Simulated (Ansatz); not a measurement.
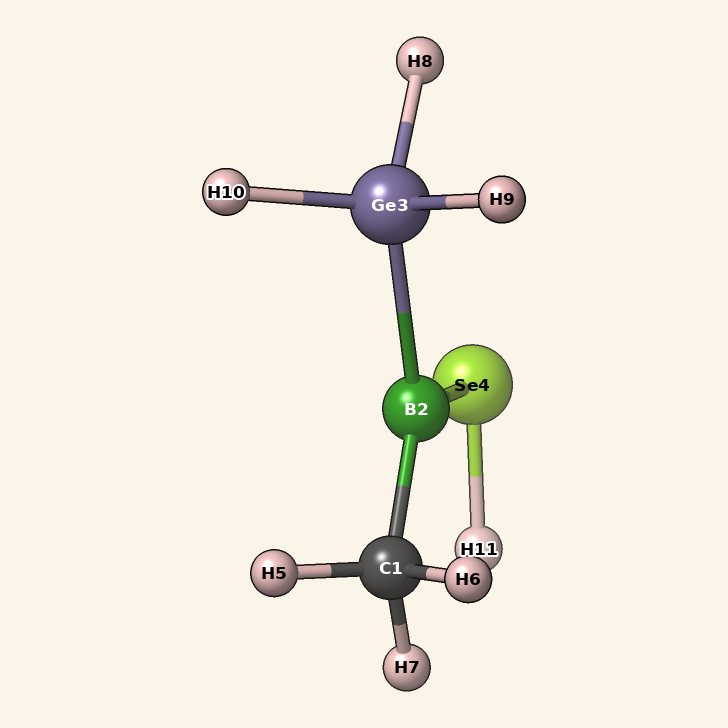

Se4 lies behind B2. The molecule seen a little off the B2–Se4 bond, B2 in front. Depth is shown by fading: the farther an atom, the more it takes the colour of the background. Computed geometry: PBE0-D4/def2-TZVP optimisation. No frequency run is at hand to confirm it as a minimum.

Q: What is the torsion angle Ge3–B2–Se4–H11? The sign is positive where the front bond must turn clockwise to cover the back bond.

A: 180°, antiperiplanar (anti).
